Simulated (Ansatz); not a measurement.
**Profile along the Sn–Sn line in Sn4Pt (space group Ccce)**

Sn₄Pt (space group Ccce)

```
CELL_PARAMETERS angstrom
      3.18737    -5.65677     0.00000
      3.18737     5.65677     0.00000
      0.00000     0.00000     6.35014
ATOMIC_POSITIONS crystal
  Sn 0.96037 0.70745 0.16613
  Sn 0.03963 0.29255 0.16613
  Sn 0.70745 0.96037 0.83387
  Sn 0.29255 0.03963 0.83387
  Sn 0.53963 0.79255 0.33387
  Sn 0.46037 0.20745 0.33387
  Sn 0.79255 0.53963 0.66613
  Sn 0.20745 0.46037 0.66613
  Pt 0.50000 0.50000 0.00000
  Pt 0.00000 0.00000 0.50000
```

Fields along a shortest Sn–Sn line of a (010) plane (2.99 Å), from Sn to Sn, interpolated on the slice's grid (step about 0.2 Å). All values below come from LDA (plane waves to 420 eV, PAW, scalar-relativistic; Ansatz, a first-principles code). k mesh 9×9×8. Inside the PAW spheres the values are not all-electron values, and peaks at nuclei hang on which shells count as valence. Sn4Pt is run without spin polarisation. Sn4Pt was relaxed with its symmetry unable to fall. Spin-orbit coupling is left out, though Pt is heavy.

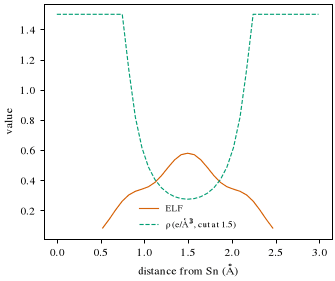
Figure: ELF (away from the nuclei) and valence density from Sn to Sn.

Density on the Sn–Sn line (2.99 Å) at its midpoint: 0.27 e/Å³. ELF at that point: 0.6. ELF maximum in the middle third of the Sn–Sn line: 0.58, 1.5 Å from Sn.
